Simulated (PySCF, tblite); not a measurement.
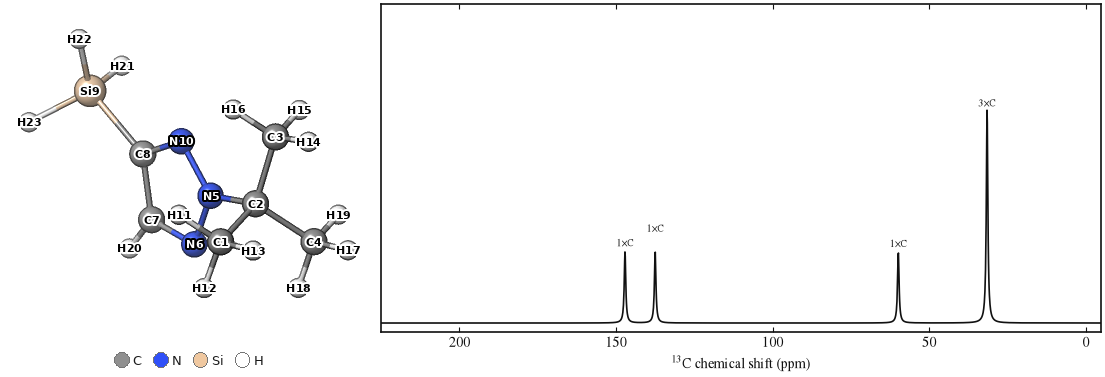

Spectrum and numbered structure of C₆H₁₃N₃Si, SMILES CC(C)(C)n1ncc([SiH3])n1. GIAO shifts, PBE0/pcSseg-1, PySCF 2.14.0, at a GFN2-xTB geometry (a minimum by its frequencies), against TMS for ¹³C computed at the same level. Gas phase, fully decoupled, line heights follow the number of nuclei, widths are arbitrary (no quadrupolar broadening); values of one conformer, averaged over nuclei that symmetry, rotation about single bonds or inversion at nitrogen exchange, these motions taken as fast.

Q: Which atoms give which ¹³C line?

A:
```
δ (ppm)  nuclei       atoms
  147.1       1          C7
  137.5       1          C8
   59.9       1          C2
   31.5       3  C1, C3, C4
```

Caveats: the tight-binding geometry is rougher than a DFT one and adds to the error.
